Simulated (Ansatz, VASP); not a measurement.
# Cross-check of Mo between VASP and Ansatz

Aim: how closely do two programs agree when they are given the same cell, functional and k mesh? The cell comes out of the VASP series on this material, whose earlier steps may have relaxed, scaled or displaced it; both programs get it as it stands.

Program: Ansatz 0.2.0. Level of theory: plane waves, with VASP 6.6.1 beside it; relaxation of cell and atoms at LDA. Results are calculated unless marked as measured.

### 1. Set-up

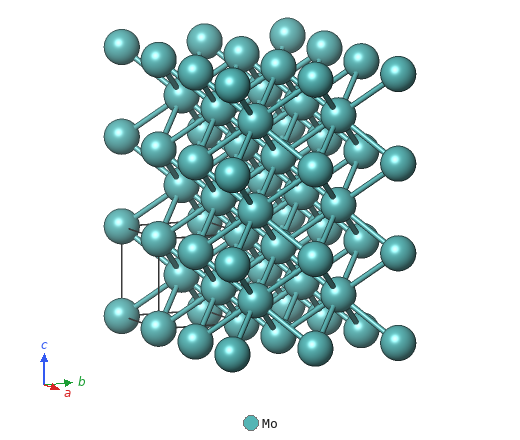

The starting structure, seen slightly off an axis (molybdenum teal). 3×2×3 cells are drawn. This picture shows the conventional cell, with its axes. Some periodic images of atoms are drawn too.

Structure file:

```cif
data_structure
_symmetry_space_group_name_H-M 'Im-3m'
_symmetry_Int_Tables_number 229
_cell_length_a 3.1160
_cell_length_b 3.1160
_cell_length_c 3.1160
_cell_angle_alpha 90.000
_cell_angle_beta 90.000
_cell_angle_gamma 90.000
_cell_volume 30.25
loop_
_atom_site_label
_atom_site_type_symbol
_atom_site_symmetry_multiplicity
_atom_site_Wyckoff_symbol
_atom_site_fract_x
_atom_site_fract_y
_atom_site_fract_z
_atom_site_occupancy
Mo1 Mo 2 a 0.00000 0.00000 0.00000 1
```

### 2. VASP: relaxation of cell and atoms, LDA

The relaxed volume is the usual yardstick between codes: its relative difference is about their pressure difference at one cell divided by the bulk modulus.

Lines of VASP's logs that name or quote its potential files are left out, and so is its time.

File INCAR:

```
SYSTEM = Mo
PREC = Accurate
ENCUT = 450
EDIFF = 1E-06
NELM = 100
ISMEAR = 1
SIGMA = 0.15
LREAL = .FALSE.
ALGO = Normal
GGA = CA
NBANDS = 13
LASPH = .TRUE.
LORBIT = 11
LWAVE = .FALSE.
LCHARG = .FALSE.
KPAR = 8
IBRION = 2
NSW = 50
ISIF = 3
EDIFFG = -0.006
```

File POSCAR:

```
Mo
1.0
   -1.5580037747      1.5580037747      1.5580037747
    1.5580037747     -1.5580037747      1.5580037747
    1.5580037747      1.5580037747     -1.5580037747
Mo
1
Direct
    0.0000000000      0.0000000000      0.0000000000
```

File KPOINTS:

```
Automatic mesh
0
Gamma
20 20 20
0 0 0
```

The projector-augmented-wave data sets are Mo_sv (LDA family, release 64).

On the command line:

```sh
mpirun -np 8 vasp_std
```

Numbers of over 12 decimals in the logs are rounded to 6 here.

Log:

```text
[banner, memory and clock lines left out]
running    8 mpi-ranks, on    1 nodes
 distrk:  each k-point on    1 cores,    8 groups
 distr:  one band on    1 cores,    1 groups

 POSCAR found type information on POSCAR Mo
 POSCAR found :  1 types and       1 ions
|                                                                             |
|           W    W    AA    RRRRR   N    N  II  N    N   GGGG   !!!           |
|           W    W   A  A   R    R  NN   N  II  NN   N  G    G  !!!           |
|           W    W  A    A  R    R  N N  N  II  N N  N  G       !!!           |
|           W WW W  AAAAAA  RRRRR   N  N N  II  N  N N  G  GGG   !            |
|           WW  WW  A    A  R   R   N   NN  II  N   NN  G    G                |
|           W    W  A    A  R    R  N    N  II  N    N   GGGG   !!!           |
|                                                                             |
|     For optimal performance we recommend to set                             |
|       NCORE = 2 up to number-of-cores-per-socket                            |
|     NCORE specifies how many cores store one orbital (NPAR=cpu/NCORE).      |
|     This setting can greatly improve the performance of VASP for DFT.       |
|     The default, NCORE=1 might be grossly inefficient on modern             |
|     multi-core architectures or massively parallel machines. Do your        |
|     Unfortunately you need to use the default for GW and RPA                |
|     calculations (for HF NCORE is supported but not extensively tested      |
|     yet).                                                                   |
|                                                                             |

 LDA part: xc-table for (Slater(with rela. corr.)+CA(PZ))
 , standard interpolation
 POSCAR, INCAR and KPOINTS ok, starting setup
 FFT: planning ... GRIDC
 FFT: planning ... GRID_SOFT
 FFT: planning ... GRID
 WAVECAR not read
 entering main loop
       N       E                     dE             d eps       ncg     rms          rms(c)
DAV:   1     0.847984488187E+02    0.84798E+02   -0.72771E+03  6741   0.100E+03
DAV:   2    -0.118090212468E+02   -0.96607E+02   -0.93002E+02  7406   0.299E+02
DAV:   3    -0.128478892654E+02   -0.10389E+01   -0.10365E+01  7476   0.321E+01
DAV:   4    -0.128504081997E+02   -0.25189E-02   -0.25189E-02  7431   0.186E+00
DAV:   5    -0.128504243270E+02   -0.16127E-04   -0.16127E-04  7586   0.134E-01    0.167E+01
DAV:   6    -0.122311265250E+02    0.61930E+00   -0.71832E-01  6876   0.108E+01    0.437E+00
DAV:   7    -0.121384459342E+02    0.92681E-01   -0.13391E-01  7311   0.432E+00    0.930E-01
DAV:   8    -0.121316571133E+02    0.67888E-02   -0.47133E-03  6866   0.870E-01    0.208E-01
DAV:   9    -0.121316175435E+02    0.39570E-04   -0.14012E-04  7827   0.144E-01    0.714E-02
DAV:  10    -0.121316282918E+02   -0.10748E-04   -0.78965E-06  7006   0.325E-02    0.223E-03
DAV:  11    -0.121316283289E+02   -0.37076E-07   -0.46377E-08  3743   0.240E-03
   1 F= -.12131628E+02 E0= -.12131457E+02  d E =-.121316E+02
 curvature:   0.00 expect dE= 0.000E+00 dE for cont linesearch  0.000E+00
 trial: gam= 0.00000 g(F)=  0.806E-62 g(S)=  0.127E-04 ort = 0.000E+00 (trialstep = 0.100E+01)
 search vector abs. value=  0.127E-04
 bond charge predicted
       N       E                     dE             d eps       ncg     rms          rms(c)
DAV:   1    -0.121319450151E+02   -0.31672E-03   -0.69064E-03  6746   0.113E+00    0.224E-01
DAV:   2    -0.121316313385E+02    0.31368E-03   -0.49349E-04  6686   0.296E-01    0.330E-02
DAV:   3    -0.121316110754E+02    0.20263E-04   -0.68767E-05  6991   0.105E-01    0.347E-02
DAV:   4    -0.121316144072E+02   -0.33317E-05   -0.18141E-06  6467   0.136E-02    0.124E-03
DAV:   5    -0.121316144083E+02   -0.11335E-08   -0.10798E-07  3403   0.431E-03
   2 F= -.12131614E+02 E0= -.12131443E+02  d E =0.139206E-04
 trial-energy change:    0.000014  1 .order    0.000013   -0.000013    0.000039
 step:   0.2454(harm=  0.2454)  dis= 0.00000  next Energy=   -12.131630 (dE=-0.155E-05)
 bond charge predicted
       N       E                     dE             d eps       ncg     rms          rms(c)
DAV:   1    -0.121318180383E+02   -0.20363E-03   -0.39392E-03  6761   0.856E-01    0.168E-01
DAV:   2    -0.121316392274E+02    0.17881E-03   -0.28261E-04  6696   0.224E-01    0.250E-02
DAV:   3    -0.121316277627E+02    0.11465E-04   -0.39073E-05  6951   0.794E-02    0.259E-02
DAV:   4    -0.121316296136E+02   -0.18509E-05   -0.10267E-06  5512   0.103E-02    0.889E-04
DAV:   5    -0.121316296079E+02    0.56655E-08   -0.75159E-08  3343   0.358E-03
   3 F= -.12131630E+02 E0= -.12131458E+02  d E =-.127908E-05
 curvature:  -0.12 expect dE=-0.171E-07 dE for cont linesearch -0.171E-07
 trial: gam= 0.00000 g(F)=  0.629E-61 g(S)=  0.139E-06 ort =-0.133E-05 (trialstep = 0.849E+00)
 search vector abs. value=  0.139E-06
 reached required accuracy - stopping structural energy minimisation
```

Parts of OUTCAR (step 2):

```text
ion  position               nearest neighbor table
   1  0.000  0.000  0.000-

  LATTYP: Found a body centered cubic cell.
 ALAT       =     3.1160075494

 Subroutine GETGRP returns: Found 48 space group operations
 (whereof 48 operations were pure point group operations)

The static configuration has the point symmetry O_h .

 Found    256 irreducible k-points:

   k-points           NKPTS =    256   k-points in BZ     NKDIM =    256   number of bands    NBANDS=     13

   dimension x,y,z NGX =    20 NGY =   20 NGZ =   20
   dimension x,y,z NGXF=    40 NGYF=   40 NGZF=   40

   ENCUT  =  450.0 eV  33.07 Ry    5.75 a.u.   4.67  4.67  4.67*2*pi/ulx,y,z

   NELECT =      14.0000    total number of electrons

 k-points in reciprocal lattice and weights: Automatic mesh
   0.00000000  0.00000000  0.00000000       0.000
   0.05000000  0.00000000  0.00000000       0.002
   0.10000000  0.00000000  0.00000000       0.002
   0.15000000  0.00000000  0.00000000       0.002
   0.20000000  0.00000000  0.00000000       0.002
   0.25000000  0.00000000  0.00000000       0.002
   0.30000000  0.00000000  0.00000000       0.002
   0.35000000  0.00000000  0.00000000       0.002
   0.40000000  0.00000000  0.00000000       0.002
[...]
0.50000000  0.50000000  0.45000000       0.002
   0.50000000  0.50000000  0.50000000       0.000

 average (electrostatic) potential at core
       1 -68.7081

 E-fermi :  13.0348

 k-point     1 :       0.0000    0.0000    0.0000
  band No.  band energies     occupation
    ...
      4     -21.2950      2.00000
      5       5.6776      2.00000
      6      11.5680      2.00000
      7      11.5680      2.00000
      8      11.5680      2.00000
      9      14.6945     -0.00000
     10      14.6946     -0.00000
     11      27.8822      0.00000
     12      27.8822      0.00000
     13      27.8822      0.00000

 k-point     2 :       0.0500    0.0000    0.0000
  band No.  band energies     occupation
    ...
      4     -21.2954      2.00000
      5       5.7937      2.00000
      6      11.5015      2.00000
      7      11.5580      2.00000
      8      11.6773      2.00000
      9      14.5928     -0.00000
     10      14.6958     -0.00000
     11      27.9730      0.00000
     12      28.0776      0.00000
     13      28.1258      0.00000

 k-point     3 :       0.1000    0.0000    0.0000
  band No.  band energies     occupation
    ...
      4     -21.2964      2.00000
      5       6.1275      2.00000
      6      11.3140      2.00000
      7      11.5150      2.00000
      8      12.0016      2.00000
      9      14.3559     -0.00000
     10      14.7034     -0.00000
     11      28.2046      0.00000
     12      28.6499      0.00000
     13      28.7610      0.00000

  Total        0.0009809      0.0009809      0.0009809      0.0000000      0.0000000      0.0000000
  in kB        0.1039192      0.1039192      0.1039192      0.0000000      0.0000000      0.0000000
  external PRESSURE =       0.1039192 kB  Pullay stress =       0.0000000 kB

  energy-cutoff  :      450.00
  volume of cell :       15.12
      direct lattice vectors                 reciprocal lattice vectors
    -1.557831319  1.557831319  1.557831319     0.000000000  0.320959011  0.320959011
     1.557831319 -1.557831319  1.557831319     0.320959011  0.000000000  0.320959011
     1.557831319  1.557831319 -1.557831319     0.320959011  0.320959011  0.000000000

 POSITION                                       TOTAL-FORCE (eV/Angst)
 -----------------------------------------------------------------------------------
      0.00000      0.00000      0.00000        -0.000000      0.000000     -0.000000
 -----------------------------------------------------------------------------------
    total drift:                                0.000000     -0.000000      0.000000

  FREE ENERGIE OF THE ION-ELECTRON SYSTEM (eV)
  ---------------------------------------------------
  free  energy   TOTEN  =       -12.1316296079 eV

  energy  without entropy=      -12.1311160815  energy(sigma->0) =      -12.13145843

 reached required accuracy - stopping structural energy minimisation

 total charge
# of ion       s       p       d       tot
------------------------------------------
    1        2.398   6.218   3.982  12.598

[... 3 further parts left out ...]
```

CONTCAR:

```
Mo
   1.00000000000000
    -1.5578313194611579    1.5578313194611579    1.5578313194611579
     1.5578313194611579   -1.5578313194611579    1.5578313194611579
     1.5578313194611579    1.5578313194611579   -1.5578313194611579
  Mo
     1
Direct
     0.0000000000000000    0.0000000000000000    0.0000000000000000
```

### 3. Ansatz: relaxation of cell and atoms, LDA

Ansatz runs on its default PAW (the set named soft_2) files.

The same cell, functional (in two slightly different forms), mesh and smearing now go to Ansatz, which takes its cutoff from its data sets.

File input.yaml:

```yaml
crystal:
  lattice:
    - [-1.5580037747, 1.5580037747, 1.5580037747]
    - [1.5580037747, -1.5580037747, 1.5580037747]
    - [1.5580037747, 1.5580037747, -1.5580037747]
  atoms:
    - { symbol: Mo, position: [0.0, 0.0, 0.0] }
hamiltonian:
  xc: lda
  pseudopotentials: { kind: paw }
kpoints:
  mp_grid: { grid: [20, 20, 20] }
scf:
  occupations: { method: methfessel_paxton, width: 0.15 }
relax:
  f_tol: 0.01
  max_steps: 60
  cell: { stress_tol: 0.05 }
output:
  forces: true
  stress: true
  write_density: true
  write_potential: true
  elf: true
  volumetric_format: npy
```

On the command line:

```sh
ansatz run input.yaml --threads 4 --pin off --max-ram 9216MiB --backend cpu --events-out ev --progress --plain --runs-dir out
```

Log:

```text
Engine: ansatz 0.2.0, aarch64-unknown-linux-gnu
Pseudopotentials: kind: paw
Pseudopotential: Mo, paw, valence charge 14, recommended cutoff 420 eV (normal), Mo.paw.azcp
Functional definition: SPW92
  exchange = slater_x
  correlation = pw_c
Crystal: 1 atoms, lattice volume = 15.127 Å³
Basis set: ecut = 420 eV, 321 PW (Γ)
Bands: 11, of which v1, the nominal top of the filled ones, is band 7 counted from 1 (6 counted from 0)
Symmetry: 48 space group operations
Space group: Im-3m (ITA 229), of the structure as read, at distance tolerance 2.5e-5 Å
k-points: 256 of 8000
Non-local potential: Mo, projectors of the file, l = 0: 3, l = 1: 2, l = 2: 2, l = 3: 1
PAW form: soft (Blöchl's): semilocal exchange-correlation on the pseudo side does not see the compensation charge
PAW frozen core: Mo, regenerated for the run's functional, and the local potential with it (the file was generated under x = pbe(κ = 0.804, μ = 0.219515), c = pbe(β = 0.066725))
PAW one-centre angular grid: Mo, 590 points (default); XC on 64 Gauss nodes
Initial density: superposition of atomic densities (neutral atoms: chi_scale 0, normalization atom), corrected by the library's trained network
Initial wavefunctions: pseudopotential atomic-orbital guess
Functional: x = slater, c = lda
SCF iter   1: F=—  HF=-4842.861482 eV  |F-HF|=—  |Δ(HF+E_count)|=         —  Δρ=7.44e-3  dr2=2.01e-3  ethr=1.77e-3  ⟨swp⟩=5.0  Hψ=16005  notcnv=0
preconditioner: auto → none  [metal: Δε(μ)=0.037 eV  Ē_g=8.606 eV  σ=0.150 eV  W_gap=0.21  n_scr=0 (ndim 8)  ℏωp=23.4 eV  f_vac=0.000  D(μ)=0.68/eV (n_scr^D=0)]
SCF iter   2: F=—  HF=-4842.861039 eV  |F-HF|=—  |Δ(HF+E_count)|=   4.43e-4  S|Δr|=    0.00e0  Δρ=3.62e-3  dr2=4.18e-4  ethr=1.43e-5  ⟨swp⟩=1.8  Hψ=5360  notcnv=0
SCF iter   3: F=—  HF=-4842.860975 eV  |F-HF|=—  |Δ(HF+E_count)|=   6.38e-5  S|Δr|=    0.00e0  Δρ=5.88e-4  dr2=3.71e-5  ethr=2.98e-6  ⟨swp⟩=3.0  Hψ=4592  notcnv=0
SCF iter   4: F=—  HF=-4842.860961 eV  |F-HF|=—  |Δ(HF+E_count)|=   1.41e-5  S|Δr|=    0.00e0  Δρ=1.04e-4  dr2=6.22e-7  ethr=2.65e-7  ⟨swp⟩=2.6  Hψ=4330  notcnv=0
SCF iter   5: F=—  HF=-4842.860961 eV  |F-HF|=—  |Δ(HF+E_count)|=   5.08e-8  S|Δr|=    0.00e0  Δρ=5.14e-5  dr2=1.71e-7  ethr=7.14e-10  ⟨swp⟩=7.8  Hψ=15212  notcnv=0
SCF iter   6: F=-4842.860961 eV  HF=-4842.860961 eV  |F-HF|=1.24e-8  |Δ(HF+E_count)|=   7.28e-8  S|Δr|=    0.00e0  Δρ=1.61e-5  dr2=1.53e-8  ethr=7.14e-10  ⟨swp⟩=6.9  Hψ=13602  notcnv=0
SCF 1 converged in 6 iterations: F = -4842.860961 eV  dr2 = 1.53e-8
  greatest PAW one-centre occupation: 0.999 electrons in one spin orbital (limit 2), on the Mo atom at site 0 (counted from 0), in its partial waves of l = 0
relax step   1: F+E_penalty+E_count = -4842.86096087 eV  Δ(F+E_penalty+E_count) = +0.000e0 eV  max|allowed force component| = 0.000e0 eV/Å  Δτ_max = 0.0000 Å  P = -1.161 GPa  Ω = 15.127 Å³  (6 SCF iters, dr2 threshold 1.00e-7 eV, accepted)
[...]
relax step   2: F+E_penalty+E_count = -4842.86046451 eV  Δ(F+E_penalty+E_count) = +4.964e-4 eV  max|allowed force component| = 0.000e0 eV/Å  Δτ_max = 0.0000 Å  P = +2.155 GPa  Ω = 14.958 Å³  energy of the carried Pulay correction = +1.325e-5 eV  (4 SCF iters, dr2 threshold 1.00e-7 eV, rejected (line search))
[...]
relax step   3: F+E_penalty+E_count = -4842.86118500 eV  Δ(F+E_penalty+E_count) = -2.241e-4 eV  max|allowed force component| = 0.000e0 eV/Å  Δτ_max = 0.0000 Å  P = -0.012 GPa  Ω = 15.068 Å³  energy of the carried Pulay correction = +4.658e-6 eV  (6 SCF iters, accepted)
[...]
relax step   4: F+E_penalty+E_count = -4842.86118060 eV  Δ(F+E_penalty+E_count) = +4.391e-6 eV  max|allowed force component| = 0.000e0 eV/Å  Δτ_max = 0.0000 Å  P = -0.013 GPa  Ω = 15.068 Å³  stress off target by 1.27e-2 GPa  SCF on the basis re-selected at this cell (its energy is not comparable with the rows above)  (3 SCF iters)
basis re-selected at this cell: Δ(F+E_penalty+E_count) = +4.391e-6 eV, ΔP = -0.000 GPa vs the last step (what re-selecting the basis moved, of the pressure what is left beyond the Pulay correction that the steps carried, after the strain that the cell walked since its last selection, with what the two solves' SCF thresholds leave and, on support functions, any second-order correction that the steps lacked; it is no measure of the basis error at this ecutwfc). This SCF's stress stands 1.27e-2 GPa from its target on what of the cell is left free (relax.cell.stress_tol is 5.00e-2 GPa) and its largest allowed force component is 0.00e0 eV/Å (relax.f_tol is 1.00e-2 eV/Å): [rest of the remark cut]
SCF converged after 3 iterations
Stability not checked: this state was not tested for a lower state beside it, because cold or Methfessel-Paxton smearing, or corrected tetrahedra, fill the levels in a way that the test cannot read (fill_not_monotonic; see scf.lower_state_search)
Free energy (F): -4842.861181 eV
Harris-Foulkes:  -4842.861181 eV  (|F-HF|=0.00e0)
Internal energy: -4842.860649 eV  (E = F + TS)
E sigma→0 (E₀):  -4842.861048 eV
Entropy (-TS):   -0.000531 eV (-0.531 meV/atom)
Fermi energy:    21.758924 eV
--- Per-component energies (eV) ---
  E_band       = -45.898490
  E_kinetic    = 442.840034
  E_local      = -762.806077  (includes V_loc(G=0)·N_el)
  E_nonlocal   = 147.850945
  E_hartree    = 251.641234
  E_xc         = -183.041435
  E_vxc        = -229.471993  (∫ρ·V_xc dr)
  E_paw        = -3089.519596  (= ΣΔE_a)
  E_vpaw       = -147.593942  (= ΣTr[D̂ρ^β])
  E_aug_tail   = 0.000032  (compensation charges beyond the density's cutoff)
  E_ewald      = -1650.298603
  E_core_change = 0.472816  (= ΣΔE_core)
  E_smearing   = -0.000531  (= −TS)
  E_closure    = -0.000000  (closes the sum)
  Σ components = -4842.861181   (vs F -4842.861181, Δ=0.00e0)
--- Forces (eV/Å), atoms counted from 1 ---
  atom   1  Mo    -0.00000000    -0.00000000    -0.00000000
  max |Σ_I F_I| component: 6.78e-32 eV/Å
--- Stress (GPa, compression-positive) ---
       -0.012659      -0.000000       0.000000
        0.000000      -0.012659      -0.000000
       -0.000000      -0.000000      -0.012659
  P = ⅓ Tr σ = -0.0127 GPa (-0.127 kbar)
--- Band table (eV; the first three rows and the last of 256) ---
  k-point 0: bands = [... 3 lower, -12.6407, 14.3706, 20.2879, 20.2879, 20.2879, 23.4243, 23.4243, 36.4997]
  k-point 1: bands = [... 3 lower, -12.6411, 14.4870, 20.2212, 20.2779, 20.3977, 23.3224, 23.4257, 36.5898]
  k-point 2: bands = [... 3 lower, -12.6421, 14.8217, 20.0336, 20.2353, 20.7234, 23.0852, 23.4338, 36.8204]
  k-point 255: bands = [... 3 lower, -13.7255, 15.9927, 15.9927, 25.9496, 25.9496, 25.9496, 31.0483, 31.0483]
--- Relaxed structure (3 steps of the walk, 2 accepted, 1 SCFs on fresh bases) ---
  F+E_penalty+E_count = -4842.86118060 eV   max|allowed force component| = 0.000e0 eV/Å   (the final SCF, on the basis selected at the relaxed cell)
  cell:  # Å, volume = 15.0677 Å³
    - [-1.555949, 1.555949, 1.555949]
    - [1.555949, -1.555949, 1.555949]
    - [1.555949, 1.555949, -1.555949]
  atoms:
    - { symbol: Mo, position: [0.0, 0.0, 0.0] }
```

Wall time 2.7 s (4 threads of Arm Neoverse V1, shared host); peak memory 0.36 GiB.

### 4. Side by side

Known differences besides the PAW data sets themselves: the two LDA forms differ slightly; both relaxations stop at a tolerance, which leaves soft axes loose, and VASP keeps its plane-wave basis; the cutoff is 420 eV in Ansatz and 450 eV in VASP; Ansatz makes its cores anew for this functional, VASP keeps those of its LDA data sets; Ansatz adds a Pulay correction to the stress that steers its cell, VASP none. Total energies have different zeros and are not compared.

The two programs side by side:

| quantity | Ansatz | VASP | difference |
| --- | --- | --- | --- |
| volume (Å³) | 15.07 | 15.12 | -0.36 % |
| edge a after relaxation, in the typed setting (Å) | 2.695 | 2.698 | -0.12 % |

The walks stopped with -0.01 GPa left in Ansatz and 0.01 GPa in VASP; each walk ends within a tolerance, so the volume difference is uncertain by about these residues over the bulk modulus, most in soft cells.

### 5. Results

| Item | Value |
| --- | --- |
| difference in volume (relaxation of cell and atoms, LDA) | -0.36 % |

What this shows: The difference in volume is -0.36 % (relaxation of cell and atoms, LDA), within the 1.2 % picked in this series as the mark of a large difference, as far as the stopping tolerances let one tell. How closely two codes agree says nothing of how well the functional describes the real material.

[Lines on the potential files, build, host, timing and source positions are cut from VASP's logs without a mark.]

[Logs are printed without paths, hosts, clocks, repeated set-up lines and the standing remarks that a program may print on its own settings, such as how far it seeks lower states.]

[Hosts, paths, dates, database ids (printed as entryN), source tags and the programs' standing remarks are cut or masked in the printed files.]
